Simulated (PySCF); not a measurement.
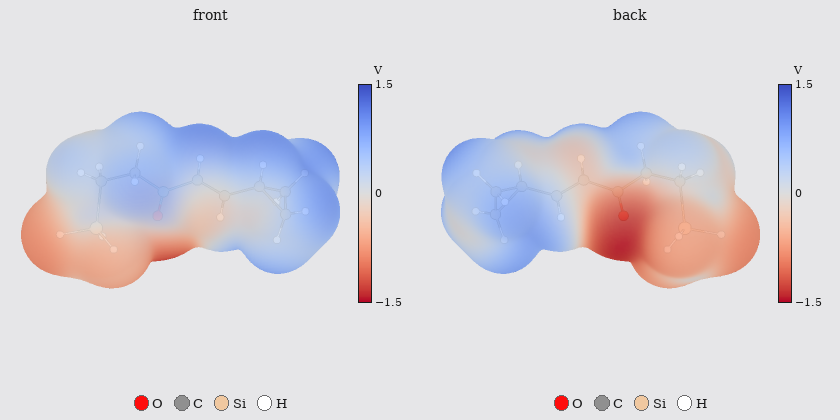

Figure. C8H14OSi. The molecular electrostatic potential painted on the density surface at 0.001 e/bohr³, seen from the front and from behind; red is negative and blue positive.

Geometry: GFN2-xTB.

All numbers below come from PySCF 2.14.0, PBE0/pcSseg-1, SCF density, gas phase, non-relativistic.

Input

```
{"job": {"kind": "nmr", "xc": "PBE0", "basis": "pcSseg-1"}, "charge": 0, "multiplicity": 1}
O      1.102409     0.661068    -0.892811
C      0.921260    -0.241482    -0.095381
C     -0.406456    -0.597218     0.402431
C     -1.496858     0.073656     0.009814
C     -2.854650    -0.186038     0.460582
C     -4.000324     0.042534    -0.500571
C     -3.797615     0.985431     0.630129
C      2.080213    -1.023389     0.461425
C      3.325508    -0.825150    -0.387437
Si     3.581690     0.997742    -0.910859
H     -0.472607    -1.413526     1.107470
H     -1.364565     0.882382    -0.698769
H     -2.955954    -1.004990     1.161853
H     -3.756056     0.375033    -1.497561
H     -4.826695    -0.650008    -0.459441
H     -4.480855     0.954692     1.464343
H     -3.410541     1.969972     0.417619
H      1.804548    -2.077667     0.556958
H      2.251458    -0.639174     1.473116
H      3.242227    -1.441308    -1.283485
H      4.192383    -1.188829     0.162625
H      3.088154     1.930511     0.101506
H      3.168486     1.272853    -2.279703
H      5.053103     1.162671    -0.893525
```

Command:

```sh
OMP_NUM_THREADS=1 python probes_run.py task.json out
```

**Describe the electrostatic potential map.**

The most negative region (about −1.4 V) lies over O1, the most positive (about +0.9 V) over the C and H atoms. O1 is the likeliest acceptor of a hydrogen bond.

**How polar is the molecule by this calculation?**

Its dipole moment is 5.12 D.
